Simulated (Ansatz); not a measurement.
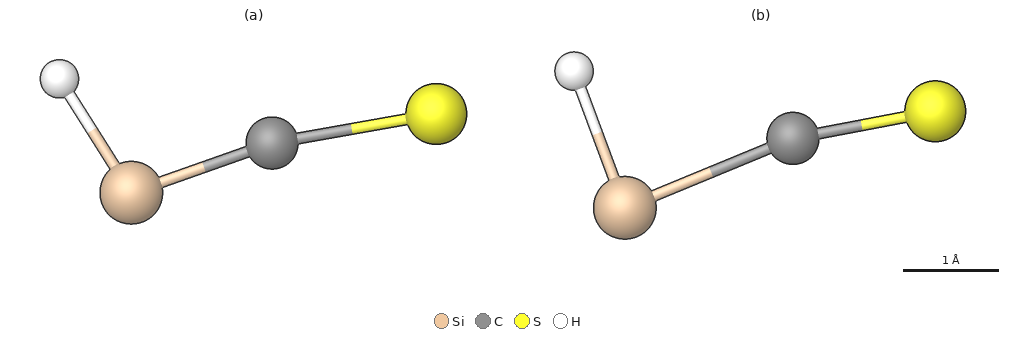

The structure of CHSSi (charge +1) before (left) and after (right) a relaxation, at one scale.

The picture is a ball-and-stick view, seen face on.

It is one of the separated reactants of a reaction.

These are results of RKS PBE-D4/def2-SVP in Ansatz 0.2.0, not measurements.

Input
```yaml
crystal:
  periodic: [false, false, false]
  atoms:
    - {symbol: Si, position_ang: [0.695961, 0.231190, -0.915364]}
    - {symbol: C, position_ang: [-0.454999, 0.152360, 0.153866]}
    - {symbol: S, position_ang: [-1.876929, 0.255557, 1.182139]}
    - {symbol: H, position_ang: [1.667977, -0.668744, -0.403794]}
basis:
  gaussian: {orbitals: def2-SVP}
total_charge: 1
hamiltonian: {xc: pbe, dispersion: d4}
relax: {f_tol: 0.03, max_steps: 250}
```

Run as
```bash
ansatz run in.yaml --threads 2 --pin off --events-out ev --progress --plain --max-ram 4352MiB
```

Describe what moved and what it gained.

After 7 geometry steps the energy has fallen by 50.4 kcal/mol. The largest force component goes from 12 to 0.0056 eV/Å. The largest move after the best rigid fit is that of Si1, 0.21 Å. Largest moves by element: Si 0.21 Å, C 0.15 Å, H 0.11 Å, S 0.09 Å. Near-neighbour distances that change, for instance: Si1–C2 1.573 → 1.916 Å, C2–S3 1.758 → 1.527 Å, Si1–H4 1.420 → 1.537 Å. Bond angles that change, for instance: C2–Si1–H4 103.0° → 88.1°, Si1–C2–S3 170.6° → 168.3°. Cost: 7 s on 2 threads of Arm Neoverse V1, on a shared host.
